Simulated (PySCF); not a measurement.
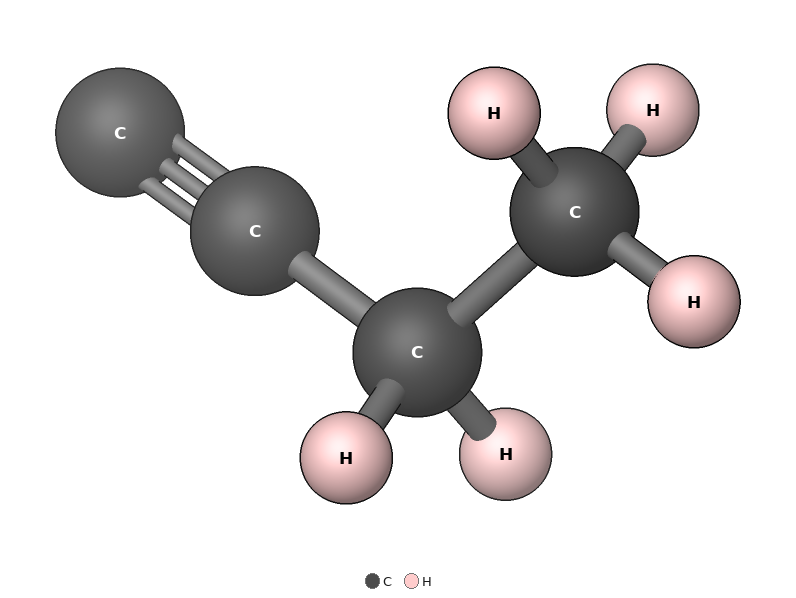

A ball-and-stick model of a molecule. Multiple sticks mark multiple bonds (one Kekulé form).

State: charge −1, singlet. Computed geometry: GFN2-xTB optimisation. No frequency run is at hand to confirm it as a minimum.

Which formula does it have?

C4H5(-), 9 atoms: 4 carbon and 5 hydrogen.

Does it have rings?

It has no ring.

Give the symmetry (Schoenflies symbol).

Cs.

Count the bonded pairs by element.

5 C–H, 3 C–C.

The parts below concern this one geometry. Atoms keep their numbers from picture to picture.

## Geometry

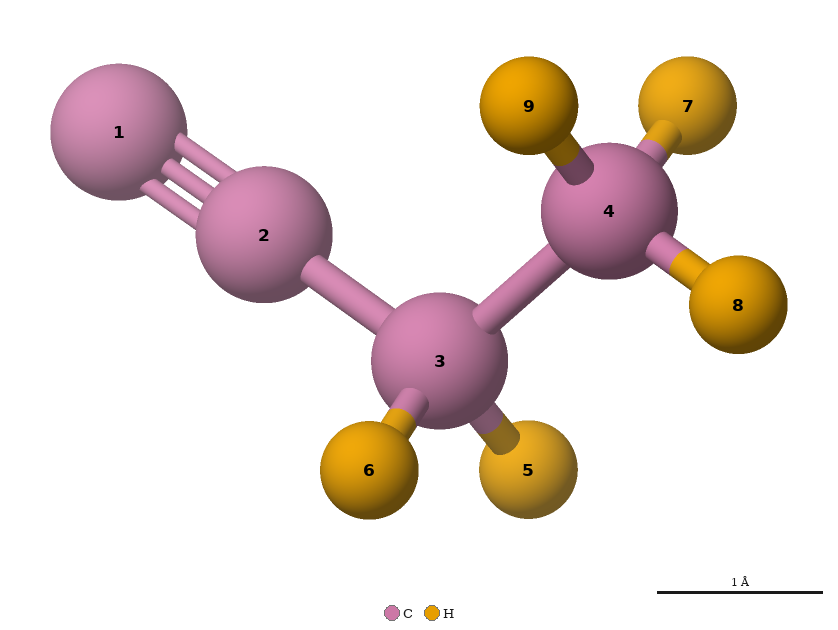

Atoms carry their numbers in the input. No frequency run is at hand to confirm it as a minimum.

Give the bond lengths.

```json
{"bond": "C1–C2", "length (Å)": "1.229", "order": "triple"}
{"bond": "C2–C3", "length (Å)": "1.490", "order": "single"}
{"bond": "C3–C4", "length (Å)": "1.537", "order": "single"}
{"bond": "C3–H5", "length (Å)": "1.111", "order": "single"}
{"bond": "C3–H6", "length (Å)": "1.111", "order": "single"}
{"bond": "C4–H7", "length (Å)": "1.092", "order": "single"}
{"bond": "C4–H8", "length (Å)": "1.099", "order": "single"}
{"bond": "C4–H9", "length (Å)": "1.091", "order": "single"}
```

## NMR shielding

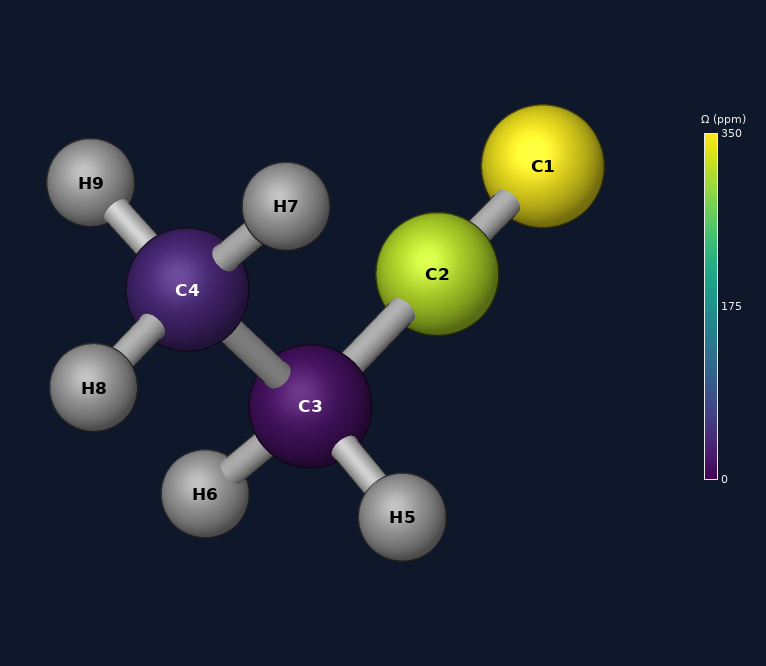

The C atoms are coloured by the span of their shielding tensor. No frequency run is at hand to confirm it as a minimum. Level of theory: GIAO PBE0/pcSseg-1 NMR shielding, non-relativistic, gas phase (PySCF 2.14.0). Principal shieldings σ11 ≤ σ22 ≤ σ33, span Ω = σ33 − σ11, skew κ = 3(σiso − σ22)/Ω.

Which C atom has the most anisotropic shielding?

C1, with a span of 344 ppm.

Give the shielding tensors of the C atoms.

| atom | σ11 | σ22 | σ33 | σiso | Ω | κ |
| --- | --- | --- | --- | --- | --- | --- |
| C1 | −103.4 | −100.5 | 240.4 | 12.2 | 343.8 | 0.98 |
| C2 | −20.8 | −6.7 | 291.5 | 88.0 | 312.3 | 0.91 |
| C3 | 157.4 | 161.8 | 172.5 | 163.9 | 15.1 | 0.42 |
| C4 | 147.1 | 156.6 | 185.0 | 162.9 | 37.9 | 0.50 |

Shieldings and span in ppm.

## Electronic properties

No frequency run is at hand to confirm it as a minimum. Level of theory: PBE0/def2-SVPD, gas phase (PySCF 2.14.0).

What does the calculation give?

- HOMO energy (Kohn–Sham orbital): −0.68 eV
- mean static polarisability: 63.3 bohr³

## Charges

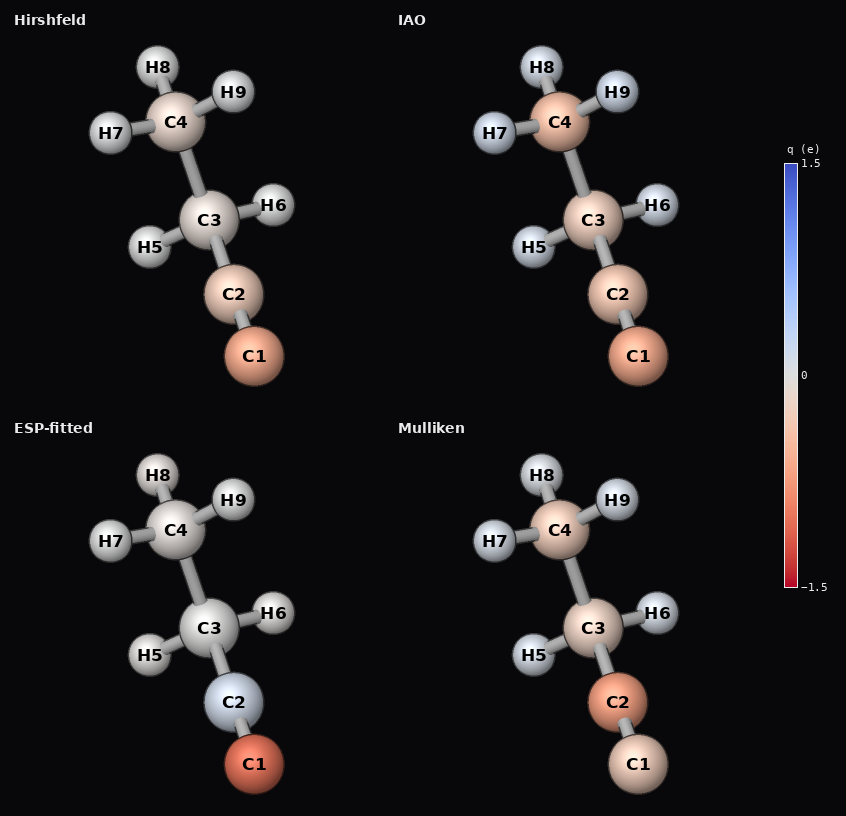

Atomic charges of one calculation by 4 schemes, on one colour scale. No frequency run is at hand to confirm it as a minimum. Level of theory: PBE0/pcSseg-1 (PySCF 2.14.0).

Which scheme gives the most polar picture (largest mean size of the charges)?

The IAO charges are the largest in size here, and the Hirshfeld charges the smallest.

On which atom do the schemes disagree most?

On C2 (from −0.68 to 0.13 e).

List the charges (e), one line for each set of equivalent atoms.

```tsv
atom	Hirshfeld	IAO	ESP-fitted	Mulliken
C1	−0.59	−0.60	−1.01	−0.26
C2	−0.26	−0.33	0.13	−0.68
C3	−0.08	−0.24	0.00	−0.20
C4	−0.14	−0.40	−0.04	−0.27
H5, H6	0.01	0.11	−0.02	0.09
H7, H9	0.02	0.13	0.00	0.09
H8	0.01	0.09	−0.04	0.05
```

Mulliken values depend strongly on the basis set and can even reverse the polarity of a bond.
